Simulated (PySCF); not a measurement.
H3BrSi, SMILES [SiH3]Br, singlet at its PBE0/def2-SVP optimised geometry (Å):

```
5

Si    -0.4868    -0.3288     0.0000
Br    -1.2000    -1.3519    -1.8442
H     -1.0022     1.0682     0.0000
H      1.0022    -0.3288     0.0000
H     -1.0022    -1.0682     1.1853
```

Computed with PBE0/def2-TZVP in PySCF. Cells within 0.4 Å of a nucleus heavier than hydrogen are left out (blank, or x).

Map of the deformation density (molecule minus spherical neutral atoms) (e/bohr³) on the plane z = 0.0 Å:

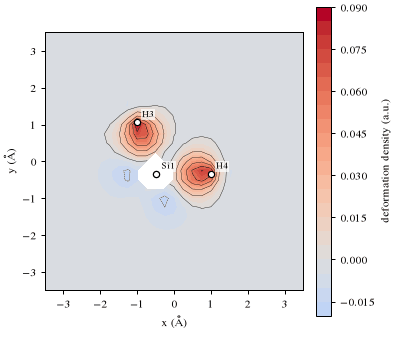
Figure. Deformation density (molecule minus spherical neutral atoms) (e/bohr³) on the plane z = 0.0 Å.
